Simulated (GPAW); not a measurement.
# MgI2 (P-3m1): G0W0 with GPAW, start to end

Aim: the G0W0 gap of MgI2 (P-3m1) on PBE, step by step.

Calculated with GPAW 26.7.0; PBE and many-body steps on it, plane waves.

The database entry behind the starting cell has ideal inner coordinates that were not refined, so it need not match the best structure at ambient conditions.

### Step 1. The structure

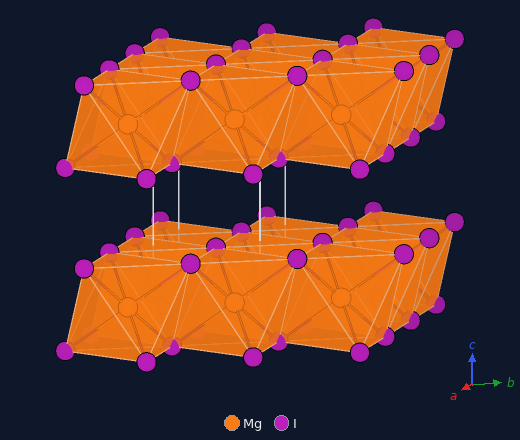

The cell as given, slightly off an axis (magnesium orange, iodine pink). 2×2×1 cells are drawn. Some periodic images of atoms are drawn too.

Coordinates:

```cif
data_structure
_symmetry_space_group_name_H-M 'P-3m1'
_symmetry_Int_Tables_number 164
_cell_length_a 4.1400
_cell_length_b 4.1400
_cell_length_c 6.8800
_cell_angle_alpha 90.000
_cell_angle_beta 90.000
_cell_angle_gamma 120.000
_cell_volume 102.12
loop_
_atom_site_label
_atom_site_type_symbol
_atom_site_symmetry_multiplicity
_atom_site_Wyckoff_symbol
_atom_site_fract_x
_atom_site_fract_y
_atom_site_fract_z
_atom_site_occupancy
Mg1 Mg 1 a 0.00000 0.00000 0.00000 1
I1 I 2 d 0.33333 0.66667 0.25000 1
```

The cell and positions come from the Crystallography Open Database and are kept as given unless a step says otherwise. Spin-orbit coupling is left out unless a step names it.

### Step 2. Ground state

This step: GPAW 26.7.0; DFT, PBE, plane waves, PAW.

The ground-state density comes first.

Contents of run.py:

```python
import json
import numpy as np
from gpaw.mpi import world
from ase import Atoms
from gpaw import GPAW, PW, FermiDirac

atoms = Atoms(['Mg', 'I', 'I'],
    cell=[[4.1400000000, 0.0000000000, 0.0000000000],
      [-2.0700000000, 3.5853451717, 0.0000000000],
      [0.0000000000, 0.0000000000, 6.8800000000]],
    scaled_positions=[[0.0000000000, 0.0000000000, 0.0000000000],
      [0.3333333333, 0.6666666667, 0.2500000000],
      [0.6666666667, 0.3333333333, 0.7500000000]],
    pbc=(True, True, True))
calc = GPAW(mode=PW(450),
    xc='PBE',
    kpts={'size': (6, 6, 4), 'gamma': True},
    occupations=FermiDirac(0.001),
    nbands=-7,
    convergence={'density': 1e-6, 'bands': -3},
    maxiter=100,
    txt='gs.txt')
atoms.calc = calc
res = {'energy': atoms.get_potential_energy()}
kpts = calc.get_ibz_k_points()
res['kpts'] = kpts
res['eigenvalues'] = [calc.get_eigenvalues(kpt=k) for k in range(len(kpts))]
res['n_electrons'] = calc.get_number_of_electrons()
calc.write('gs.gpw')

if world.rank == 0:
    with open('result.json', 'w') as f:
        json.dump(res, f, default=lambda x: x.tolist())
```

On the command line:

```sh
$ mpirun -n 4 gpaw python run.py
```

Numbers of over 12 decimals in the logs are rounded to 6 here.

The log of the run:

```text
__  _  _
 | _ |_)|_||  |
 |__||  | ||/\| - 26.7.0

Input parameters:
  mode=PW(ecut=450.000000),
  convergence={'density': 1e-06, 'bands': -3},
  kpts=MonkhorstPack(size=(6, 6, 4), gamma=True),
  maxiter=100,
  nbands=-7,
  occupations=Occupations(name='fermi-dirac', width=0.001, fixmagmom=False),
  xc=XC(name='PBE')
  [... matrices ...]
Diagonalizing LCAO Hamiltonian
Converting LCAO to pw mode

             I

         I

       Mg

Atoms  # Å, Bohr magnetons
|   | symbol |         x |        y |        z |    initial magnetic moments |
| 0 |     Mg |  0.000000 | 0.000000 | 0.000000 | ( 0.0000,  0.0000,  0.0000) |
| 1 |      I | -0.000000 | 2.390230 | 1.720000 | ( 0.0000,  0.0000,  0.0000) |
| 2 |      I |  2.070000 | 1.195115 | 5.160000 | ( 0.0000,  0.0000,  0.0000) |

Unit cell  # Å
| periodic |         x |        y |        z |  lengths |     angles |
|      yes |  4.140000 | 0.000000 | 0.000000 | 4.140000 |  90.000000 |
|      yes | -2.070000 | 3.585345 | 0.000000 | 4.140000 |  90.000000 |
|      yes |  0.000000 | 0.000000 | 6.880000 | 6.880000 | 120.000000 |

Number of symmetries: 12
Symmetry operations  # r_c * U_cc + t_c -> r_c
|    | kind |            matrix            |
|  0 |  σ   |  1, 1, 0,  0,-1, 0,  0, 0, 1 |
|  1 |  S6  |  1, 1, 0, -1, 0, 0,  0, 0,-1 |
|  2 |  E   |  1, 0, 0,  0, 1, 0,  0, 0, 1 |
|  3 |  C2  |  1, 0, 0, -1,-1, 0,  0, 0,-1 |
|  4 |  C2  |  0, 1, 0,  1, 0, 0,  0, 0,-1 |
|  5 |  C3  |  0, 1, 0, -1,-1, 0,  0, 0, 1 |
|  6 |  S6  |  0,-1, 0,  1, 1, 0,  0, 0,-1 |
|  7 |  σ   |  0,-1, 0, -1, 0, 0,  0, 0, 1 |
|  8 |  σ   | -1, 0, 0,  1, 1, 0,  0, 0, 1 |
|  9 |  i   | -1, 0, 0,  0,-1, 0,  0, 0,-1 |
| 10 |  C3  | -1,-1, 0,  1, 0, 0,  0, 0, 1 |
| 11 |  C2  | -1,-1, 0,  0, 1, 0,  0, 0,-1 |

BZ-sampling:
  Number of BZ points: 144
  Number of IBZ points: 24

  Monkhorst-Pack size: [6, 6, 4]
  Monkhorst-Pack shift: [0.083333, 0.083333, 0.125]

K-points  # in reciprocal-cell coordinates
|     |                                coordinates |     weight |
|   0 | (  0.00000000,   0.00000000,   0.00000000) | 0.00694444 |
|   1 | (  0.00000000,   0.00000000,   0.25000000) | 0.01388889 |
|   2 | (  0.00000000,   0.00000000,   0.50000000) | 0.00694444 |
|   3 | (  0.16666667,   0.00000000,  -0.25000000) | 0.04166667 |
|   4 | (  0.16666667,   0.00000000,   0.00000000) | 0.04166667 |
|   5 | (  0.16666667,   0.00000000,   0.25000000) | 0.04166667 |
|   6 | (  0.16666667,   0.00000000,   0.50000000) | 0.04166667 |
|   7 | (  0.33333333,  -0.16666667,   0.00000000) | 0.04166667 |
|   8 | (  0.33333333,  -0.16666667,   0.25000000) | 0.08333333 |
|   9 | (  0.33333333,  -0.16666667,   0.50000000) | 0.04166667 |
| ... |                                            |            |
|  23 | (  0.50000000,   0.50000000,   0.50000000) | 0.02083333 |

Plane wave coefficients: 2237
Cutoff: 450.000000 eV

Spin-components: 1 (collinear spins)
Bands:           19
Projectors:      15
Spin-degeneracy: 2
Datatype:        complex128

  Storage: CPU
  Wave functions: 16_321_152 bytes (4_080_288 per core)
  Projectors: 18_898_176 bytes (4_724_544 per core)
  [... matrices ...]
Parallelization:
  kpt:    4
  domain: 1
  band:   1

Density:
  Valence electrons: 24.0
  Components: 1
  Grid points: [21 21 35]
  Charge: 0.0  # |e|

Potential:
  Grid points: [21 21 35]

species:
  Mg:
    name:    Magnesium
    Z:       12.0
    valence: 10
    core:    2
    charge:  0.0  # [|e|]
    compensation charges:
      type: gauss
      rc: 0.33  # [Å]
      lmax: 2
    cutoffs:
      filter: 1.86  # [Å]
      core: 0.54  # [Å]
    projectors
    | kind |    occ | energy [eV] | rcut [Å] |
    |   2s |  2.000 |     -79.840 |    1.090 |
    |   3s |  2.000 |      -4.705 |    1.090 |
    |   2p |  6.000 |     -46.613 |    1.085 |
    |   3p |  0.000 |      -1.330 |    1.085 |
    |    d |        |       0.000 |    1.037 |

    Using partial waves for Mg as LCAO basis

  I:
    name:    Iodine
    Z:       53.0
    valence: 7
    core:    46
    charge:  0.0  # [|e|]
    compensation charges:
      type: gauss
      rc: 0.37  # [Å]
      lmax: 2
    cutoffs:
      filter: 2.06  # [Å]
      core: 2.90  # [Å]
    projectors
    | kind |    occ | energy [eV] | rcut [Å] |
    |   5s |  2.000 |     -17.382 |    1.164 |
    |   5p |  5.000 |      -7.088 |    1.164 |
    |    s |        |       9.829 |    1.164 |
    |    p |        |      20.123 |    1.164 |
    |    d |        |       0.000 |    1.164 |

    Using partial waves for I as LCAO basis

Reference energy: -392531.236221  # eV

eigensolver:
  PPCG
  Converge bands: -3
  niter=2

density mixing:
  MSR1-Mixer
  Pratt-step length: 0.05
  Maximum mixing coefficient: 0.75
  Old densities: 10
  SVD Regularization: 0.005
  Good broyden scale: 1.0
  Trust region scale: 1.0
  Backstep threshold: 4.0
  History deletion threshold: 6.0
  Fourier metric: weight=20.0, sigma=0.015

occupation numbers:
  Fermi-Dirac:
    width: 0.0010  # eV

poisson solver:
  ecut: 3600.000000  # eV

xc functional:
  name: PBE with 2 nearest neighbor stencil

Initialization done in: 0.714 s

convergence criteria:
- Maximum integral of absolute [dens]ity change: 1e-06 electrons / valence electron
- Maximum [total energy] change in last 3 cyles: 0.0005 eV / valence electron
- Maximum integral of absolute [eigenst]ate change: 4e-08 eV^2 / valence electron
maximum number of iterations: 100

SCF iterations
|iter     |     time |      energy | eigst |  dens |
|iter:   1|  |   -7.858587 | +0.50 |       |
|iter:   2|  |   -7.835376 | -0.08 | -1.35 |
|iter:   3|  |   -7.749617 | -1.46 | -1.39 |
|iter:   4|  |   -7.750959 | -1.76 | -1.97 |
|iter:   5|  |   -7.749549c| -2.75 | -2.37 |
|iter:   6|  |   -7.749826c| -4.12 | -2.72 |
|iter:   7|  |   -7.749836c| -5.15 | -3.47 |
|iter:   8|  |   -7.749837c| -5.98 | -4.08 |
|iter:   9|  |   -7.749837c| -7.02 | -4.89 |
|iter:  10|  |   -7.749837c| -7.88c| -5.64 |
|iter:  11|  |   -7.749837c| -8.38c| -6.15c|

Converged in 11 steps
SCF loop duration: 4.462 s (0.406 s/step)
Energy contributions relative to reference atoms: (reference = -392531.236221)
  [... matrices ...]
Energy contributions:
  Kinetic:          11.804847
  Coulomb:         -10.574030
  Zero:             -0.055281
  External:          0.000000
  Xc:               -8.925372
  Entropy:          -0.000000
  Spinorbit:         0.000000
  ----------------------------
  Free energy:      -7.749837
  Extrapolated:     -7.749837

dipole moment: (-2.973579, -5.150391, -9.883201)  # |e|*Ang

Fermi level: 4.384
Eigenvalues  # (at kpt = [0.000, 0.000, 0.000])
| band index |      eig [eV] | occ [0-2] |
|          0 |       -72.933 |     2.000 |
|        ... |               |           |
|          4 |        -9.533 |     2.000 |
|          5 |        -8.852 |     2.000 |
|          6 |        -1.107 |     2.000 |
|          7 |         2.111 |     2.000 |
|          8 |         2.111 |     2.000 |
|          9 |         2.455 |     2.000 |
|         10 |         2.475 |     2.000 |
|         11 |         2.475 |     2.000 |
|         12 |         6.130 |     0.000 |
|         13 |         7.354 |     0.000 |
|         14 |         9.331 |     0.000 |
|         15 |         9.331 |     0.000 |
|         16 |         9.959 |     0.000 |
|         17 |        10.793 |     0.000 |
|         18 |        10.793 |     0.000 |

Gap: 3.508 eV
Transition (v -> c):
  (s=0, k=0, n=11, [0.00, 0.00, 0.00]) -> (s=0, k=23, n=12, [0.50, 0.50, 0.50])
Direct/indirect transitions are different
Direct gap: 3.655 eV
Transition at: (s=0, k=0, n=11, [0.00, 0.00, 0.00])
# Writing to gs.gpw (mode='')
  [... matrices ...]
```

Wall time 6.8 s (4 MPI ranks of Arm Neoverse V2, shared host); peak memory 0.66 GiB.

Numbers from this step:

```yaml
total_energy: -7.750 eV
gap: 3.508 eV
k_of_the_valence_top: 0, 0, 0
k_of_the_conduction_bottom: 0.5, 0.5, 0.5
least_direct_gap: 3.655 eV
```

The gap is indirect, with the least direct gap 0.15 eV higher.

### Step 3. Empty states on the mesh, 3×3×2 mesh, 479 bands

The sums over transitions need many empty states on a uniform mesh; this step solves for them.

Contents of run.py:

```python
import json
import numpy as np
from gpaw.mpi import world
from gpaw import GPAW

calc = GPAW('gs.gpw').fixed_density(kpts={'size': (3, 3, 2), 'gamma': True},
    parallel={'domain': 1, 'band': 1},
    txt='nscf.txt')
calc.diagonalize_full_hamiltonian(nbands=479)
calc.write('full.gpw', mode='all')
res = {}
kpts = calc.get_ibz_k_points()
res['kpts'] = kpts
res['eigenvalues'] = [calc.get_eigenvalues(kpt=k) for k in range(len(kpts))]
res['n_electrons'] = calc.get_number_of_electrons()

if world.rank == 0:
    with open('result.json', 'w') as f:
        json.dump(res, f, default=lambda x: x.tolist())
```

On the command line:

```sh
$ mpirun -n 4 gpaw python run.py
```

The log of the run:

```text
Diagonalizing LCAO Hamiltonian
Converting LCAO to pw mode
convergence criteria:
- Maximum integral of absolute [eigenst]ate change: 4e-08 eV^2 / valence electron
maximum number of iterations: 100

SCF iterations
|iter     |     time |      energy | eigst |  dens |
|iter:   1|  |             | +0.71 |       |
|iter:   2|  |             | -0.22 |       |
|iter:   3|  |             | -1.30 |       |
[...]
|iter:   7|  |             | -5.60 |       |
|iter:   8|  |             | -6.88 |       |
|iter:   9|  |             | -7.59c|       |
SCF steps: 9
  __  _  _
 | _ |_)|_||  |
 |__||  | ||/\| - 26.7.0

Input parameters:
  mode=PW(ecut=450.000000),
  convergence={'density': 1e-06, 'bands': -3},
  gpts=array([21, 21, 35]),
  kpts=MonkhorstPack(size=(3, 3, 2), gamma=True),
  maxiter=100,
  nbands=19,
  occupations=Occupations(name='fermi-dirac', width=0.001, fixmagmom=False),
  parallel={'domain': 1, 'band': 1},
  xc=XC(name='PBE')
Matrix size: 2237x2237
# Writing to full.gpw (mode='all')
  [... matrices ...]

timing:  # [seconds]
  Total: 20.607  # ━━━━━━━━━━━━━━━━━━━━━━━━━━━━━━━━━━━━━━━━━━━━━━━━━━━━━━━━━━
```

The job ended after 24 s (4 MPI ranks; peak memory 1.9 GiB).

Numbers from this step:

```
gap                                                           : 3.655 eV
k of the valence top                                          : 0, 0, 0
k of the conduction bottom                                    : 0, 0, 0
least direct gap                                              : 3.655 eV
k points computed                                             : 6
lowest point of the top converged band, above the valence top : 152.2651 eV
```

On this mesh the gap is 3.655 eV. The earlier step found 3.508 eV, so this mesh misses an edge.

### Step 4. Screening and self-energy, 3×3×2 mesh, 218 bands, screening to 96 eV

G0W0 replaces the xc potential by the self-energy, built once from these orbitals. Only a window of levels is corrected, while the sums run over the empty bands that the input names.

This step: G0W0 on PBE, plane waves, PAW.

Contents of run.py:

```python
import json
import numpy as np
from gpaw.mpi import world
from gpaw.response.g0w0 import G0W0

gw = G0W0('full.gpw',
    filename='gw',
    kpts=[0],
    bands=(10, 14),
    ecut=96,
    nbands=218,
    integrate_gamma='WS',
    ppa=True)
gw.calculate()
res = {mode: {k: v for k, v in r.items() if k != 'sigma_eskwn'}
       for mode, r in gw.all_results.items()}

if world.rank == 0:
    with open('result.json', 'w') as f:
        json.dump(res, f, default=lambda x: x.tolist())
```

On the command line:

```sh
$ mpirun -n 4 gpaw python run.py
```

The log of the run:

```text
Using integrator: PointIntegrator
FrequencyGridDescriptor(from 0.000+0.000j to 0.000+27.211j eV, 2 points)
Nonperiodic BCs:  [False False False]
Using integrator: PointIntegrator
FrequencyGridDescriptor(from 0.000+0.000j to 0.000+27.211j eV, 2 points)
Nonperiodic BCs:  [False False False]
  ___  _ _ _
 |   || | | |
 | | || | | |
 |__ ||_____|
 |___|

BZ k-points: Symmetries present (total): 12

  [... matrices ...]
18 k-points: 3 x 3 x 2 Monkhorst-Pack grid + [0.000000,0.000000,1/4]
6 k-points in the irreducible part of the Brillouin zone
       k-points in crystal coordinates                weights
   0:     0.00000000    0.00000000    0.00000000          1/18
   1:     0.00000000    0.00000000    0.50000000          1/18
   2:     0.33333333    0.00000000    0.00000000          6/18
   3:     0.33333333    0.00000000    0.50000000          6/18
   4:     0.33333333    0.33333333    0.00000000          2/18
   5:     0.33333333    0.33333333    0.50000000          2/18

Distributing spins, k-points and bands (1 x 1 x 4) over 4 processes
Number of blocks: 1

Quasi particle states:
k-points (IBZ indices): [0]
Band range: (10, 14)
  [... matrices ...]
Computational parameters:
Plane wave cut-off: 96 eV
Number of bands: 218
Coulomb cutoff: None
Broadening: 0.1 eV

fxc modes: GW
Kernel: RPA
Using Godby-Needs plasmon-pole approximation:
  Fitting energy: i*E0, E0 = 1.000 Hartree
Summing all q:

Calculating screened Coulomb potential
No Coulomb truncation
FrequencyGridDescriptor(from 0.000+0.000j to 0.000+27.211j eV, 2 points)
Removing empty qpoint cache files...

Calculating chi0 body with:
    Ground state adapter containing:
    Number of spins: 1
    Number of kpoints: 18
    Number of irreducible kpoints: 6
    Number of completely occupied states: 12
    Number of partially occupied states: 12
    Occupied states memory: 2.826233 M / cpu

    Linear response parametrization:
    q_c: [0.0, 0.0, 0.0]
    Number of frequency points: 2
    Planewave cutoff: 96.0
    Number of bands: 218
    Number of planewaves: 233
    Broadening (eta): 1e-06
    comm.size: 4
    kncomm.size: 4
    blockcomm.size: 1

    Memory estimate of potentially large arrays:
        chi0_wGG: 1.656769 M / cpu
Integrating chi0 body.

Symmetries of q_c:
    Direct symmetries (Uq -> q): 12
    Indirect symmetries (TUq -> q): 0
In total 12 allowed symmetries.

  [... matrices ...]
6 groups of equivalent kpoints. 66.666667% reduction.

Integral kind: response function
Integrating chi0 head and wings.

Symmetries of q_c:
    Direct symmetries (Uq -> q): 12
    Indirect symmetries (TUq -> q): 0
In total 12 allowed symmetries.

  [... matrices ...]
6 groups of equivalent kpoints. 66.666667% reduction.

Integral kind: response function wings

Calculating chi0 body with:
    Ground state adapter containing:
    Number of spins: 1
    Number of kpoints: 18
    Number of irreducible kpoints: 6
    Number of completely occupied states: 12
    Number of partially occupied states: 12
    Occupied states memory: 2.826233 M / cpu

[... the further q-points ...]

Results:
f:      Occupation numbers
eps:     KS-eigenvalues [eV]
vxc:     KS vxc [eV]
exx:     Exact exchange [eV]
sigma:   Self-energies [eV]
dsigma:  Self-energy derivatives
Z:       Renormalization factors
qp:      QP-energies [eV]

k-point 0 (0): (0.000, 0.000, 0.000)                GW
band       f     eps     vxc     exx   sigma  dsigma       Z      qp
                                                                   GW
  10   1.000   2.475 -15.056 -17.872   1.595  -0.241   0.806   1.491
  11   1.000   2.475 -15.056 -17.872   1.595  -0.241   0.806   1.491
  12   0.000   6.130 -11.361  -7.125  -3.470  -0.210   0.827   6.762
  13   0.000   7.354  -9.582  -5.351  -3.616  -0.210   0.826   7.862
```

Run time: 23 s. Hardware: 4 MPI ranks; peak memory 1.2 GiB.

This step gave:

```
G0W0 gap on the points computed              : 5.271 eV
least direct G0W0 gap on the computed points : 5.271 eV
Z at the valence top                         : 0.8056
Z at the conduction bottom                   : 0.8266
starting gap on the mesh                     : 3.655 eV
k of the valence top                         : 0, 0, 0
k of the conduction bottom                   : 0, 0, 0
```

The gap on the mesh goes from 3.66 eV to 5.27 eV, a correction of +1.62 eV. The start differs from the 3.51 eV found before because the two sample other k points.

Limits: finite bands, cutoff and mesh; no spin-orbit coupling; coarse k mesh. v1 is the top filled band, c1 the lowest empty one. Levels before and after the correction, in eV, zero at the valence-band top of each column:

```csv
,conduction bottom,valence top
Kohn-Sham,3.66,0.00
G0W0,5.27,0.00
```

```csv
,level,energy (eV)
Kohn-Sham,Γ v2-v1,0.000
Kohn-Sham,Γ c1,3.655
Kohn-Sham,Γ c2,4.879
G0W0,Γ v2-v1,0.000
G0W0,Γ c1,5.271
G0W0,Γ c2,6.371
```

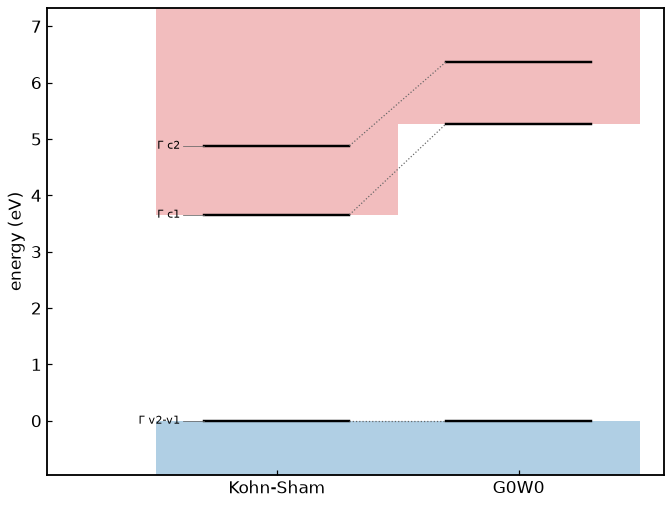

Levels before and after the correction. Shaded: valence and conduction bands.

### Step 5. Where the time went

Times are wall times on 4 MPI ranks of Arm Neoverse V2, shared host, good to a factor of about two.

```csv
step,time,share,memory (GiB)
ground state,6.8 s,13 %,0.66
empty states on the mesh,24 s,45 %,1.9
screening and self-energy,23 s,43 %,1.2
```

### Step 6. Results

```
PBE gap                              : 3.51 eV, indirect
G0W0 gap on the mesh                 : 5.27 eV
G0W0 gap over the zone (rigid shift) : 5.12 eV
GW settings                          : 3×3×2 mesh, 218 bands, screening to 96 eV, Godby-Needs plasmon pole
known limits                         : not at the basis limit; no spin-orbit coupling; coarse k mesh
```

What this shows: G0W0 moves the gap on the mesh from 3.66 eV to 5.27 eV (+1.62 eV), with Z of 0.81 and 0.83 at the edges. The mesh misses the band edges by 0.15 eV in all; a rigid shift gives 5.12 eV for the zone. Only 1 of the mesh's irreducible points was corrected, so a valley elsewhere could overtake. Bands and cutoff are finite, so the gap is not at the basis limit. The miss can reach some tenths of an eV and take either sign; the mesh is an error of its own. These stock PAW sets were not made for GW; the filled d or f shell of I lies in the frozen core, which bears on start and correction. In the G0W0 run levels were corrected at 1 k point alone, so a gap called «on the mesh» is the least over those, and an edge elsewhere would be missed. A denser mesh or path gives a starting gap of 3.51 eV: the GW mesh misses a band edge, so its gaps are not the fundamental one. The 3×3×2 mesh is coarse for this cell, which bears on the long-range parts of exchange and screening. The many-body steps are scalar-relativistic: spin-orbit coupling is not in them.

[Paths, hosts, dates, memory and timing lines, banners, echoed tables and standing remarks are left out of the program output.]

[Logs are printed without paths, hosts, clocks, repeated set-up lines and the standing remarks that a program may print on its own settings, such as how far it seeks lower states.]

[Runs of the session that timed out or met a known fault of the program may be left out.]

[Hosts, paths, dates, database ids (printed as entryN), source tags and the programs' standing remarks are cut or masked in the printed files.]
